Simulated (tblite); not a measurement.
# C8H16Si: the cost of one run

Programs: tblite 0.8.0 and PySCF 2.14.0, with density-fitted response routines of our own. Each step states its level of theory. These are calculated values for one molecule in the gas phase, unless marked as measured. Atoms are numbered from 0 throughout.

## Step 1: Starting geometry

25 atoms, charge 0, multiplicity 1; geometry from: force field or distance geometry start.

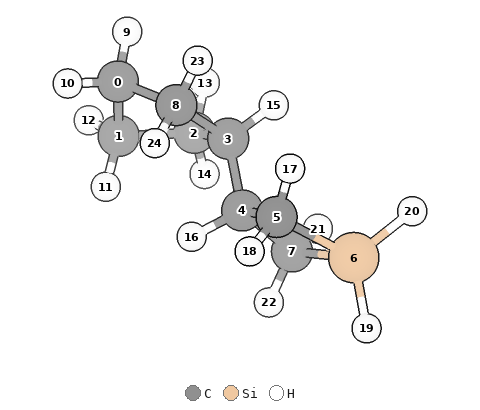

As it starts; carbon grey, silicon light orange, hydrogen white, atoms numbered; sticks join atoms by distance.

## Step 2: Optimising the geometry with GFN2-xTB

The job: settings as JSON, then the geometry in Å.

```
{"job": {"kind": "relax", "xc": "GFN2-xTB", "basis": "xTB"}, "charge": 0, "multiplicity": 1}
C     -2.413900     0.009800     1.243700
C     -2.387300    -0.193700    -0.282700
C     -1.349600     0.872900    -0.617800
C     -0.228500     0.583400     0.316700
C      0.787600    -0.404800    -0.195500
C      1.935500    -0.710800     0.756500
Si     3.206200    -0.021300    -0.418900
C      1.601200    -0.008000    -1.385900
C     -0.947200    -0.007300     1.548400
H     -2.893100     1.001100     1.422000
H     -2.982200    -0.829100     1.703200
H     -1.999600    -1.188000    -0.554300
H     -3.348000     0.065400    -0.749600
H     -1.801200     1.867100    -0.412900
H     -1.120200     0.764100    -1.675100
H      0.211000     1.547100     0.647200
H      0.252400    -1.380600    -0.352800
H      1.935200    -0.140300     1.699000
H      2.086700    -1.793400     0.945000
H      4.146500    -0.956600    -1.007100
H      3.705000     1.299700    -0.017900
H      1.472400     0.979500    -1.834000
H      1.582900    -0.847900    -2.127600
H     -0.783500     0.594100     2.446000
H     -0.679200    -1.078300     1.692100
```

The run is started by

```
OMP_NUM_THREADS=1 python probes_run.py task.json out
```

The driver reads the jobs from task.json and runs them one after another.

Q: Estimate the wall time and peak memory of this first job on 1 thread of Arm Neoverse V2, shared host.

About 1 s, with a peak of 0.18 GiB.
